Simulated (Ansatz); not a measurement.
Consider Cl4FH3OW.

Input

```
crystal:
  periodic: [false, false, false]
  atoms:
    - { symbol: W, position_ang: [0.150915, 0.32682, -0.244914] }
    - { symbol: O, position_ang: [0.367941, -0.37172, 2.790828] }
    - { symbol: H, position_ang: [-0.600876, -0.298901, 2.907889] }
    - { symbol: Cl, position_ang: [2.369778, -0.322587, -0.076454] }
    - { symbol: Cl, position_ang: [-0.471634, 2.013506, -1.68795] }
    - { symbol: Cl, position_ang: [-2.008091, 0.492847, 0.684558] }
    - { symbol: Cl, position_ang: [-0.379647, -1.903419, -0.528403] }
    - { symbol: H, position_ang: [0.624207, -0.046034, -1.80685] }
    - { symbol: F, position_ang: [0.736018, 1.682486, 0.91558] }
    - { symbol: H, position_ang: [0.639289, 0.580603, 2.729115] }
basis:
  gaussian: { orbitals: def2-SVP }
hamiltonian:
  xc: pbe
relax:
  f_tol: 0.03
  max_steps: 50
output:
  orbitals: {}
```

Launched as:

```sh
ansatz run input.yaml --threads 4 --pin off --max-ram 5120MiB --backend cpu --events-out ev --progress --plain --runs-dir out
```

The fields are those of the run's last geometry, not of the input's.

Core potentials replace the inner electrons of W.

Theory: RKS PBE/def2-SVP in Ansatz.

> What will maps of the electron density and electron localisation function show?

W–O (2.33 Å): the density is about 0.4 e/Å³ at the midpoint; the ELF peaks at about 0.90 in the valence shell of O, 0.7 Å from its nucleus, and is about 0.15 at the midpoint.
O–H (0.99 Å): ρ is about 3.6 e/Å³ halfway; the ELF climbs to about 1 towards the hydrogen, as it does in any bond to H; an ordinary covalent bond to hydrogen.
W–Cl (2.35 Å): ρ at the midpoint is about 0.62 e/Å³; the ELF peaks at about 0.85 in the valence shell of Cl, 0.8 Å from its nucleus, and is about 0.40 at the midpoint.
W–Cl (2.40 Å): the density is about 0.57 e/Å³ at the midpoint; the ELF peaks at about 0.85 in the valence shell of Cl, 0.8 Å from its nucleus, and is about 0.40 at the midpoint.

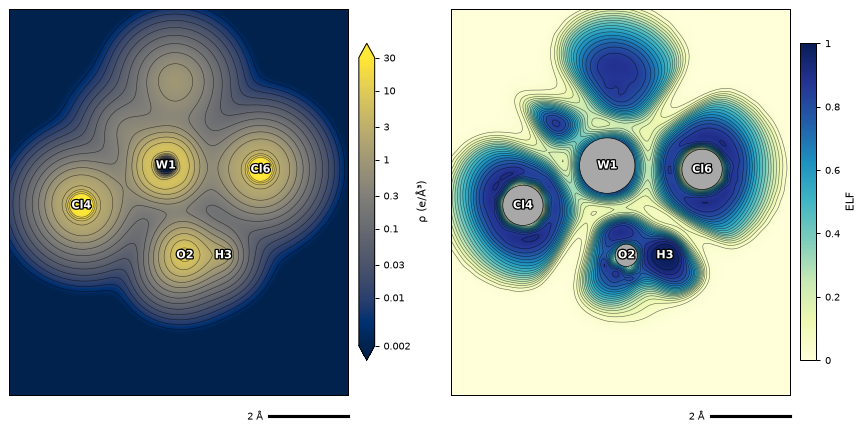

Computed electron density and electron localisation function on the plane of atoms Cl4, W1 and Cl6, in this order. Grey discs cover the atomic cores in the ELF map. 
